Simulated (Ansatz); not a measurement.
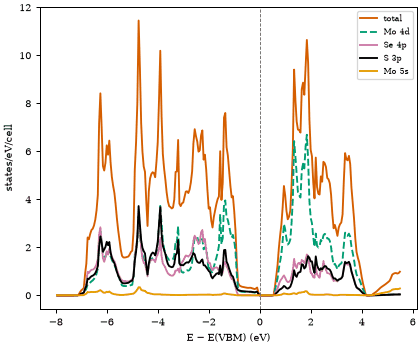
Figure: Total and projected density of states of MoSeS in space group P-3m1 (No. 164; Mo on 2c, Se on 2d, S on 2d), the program Ansatz at the LDA level (PAW)

Problem. Which orbitals carry the states next to the gap?

Solution. Top 1 eV of the valence band: Mo 4d 57 %, S 3p 30 %, Se 4p 8 %. Bottom 1 eV of the conduction band: Mo 4d 66 %, Se 4p 18 %, S 3p 10 %. Projections are on Löwdin-orthogonalised atomic valence shells; empty p or d shells of many metals are not among them.

Problem. Where is the tallest occupied peak in this window, and what makes it?

Solution. Near -4.8 eV, about 11 states/eV per cell; the largest projected share is S 3p.

The first step of the workflow began from a Materials Project structure, measured or hypothetical; the Crystallography Open Database copy checked does not list it. Its standing as an ambient phase is unchecked. The LDA relaxation kept the symmetry of its start; of distortions, only those at the zone centre were tested. No spin polarisation was allowed. A crystal of weakly bound layers computed without a dispersion correction: the cell and the soft elastic constants depend strongly on that. Scalar-relativistic: spin–orbit coupling is off unless named, which matters more the heavier the elements.

Potentials: the later of the program's two PAW sets.
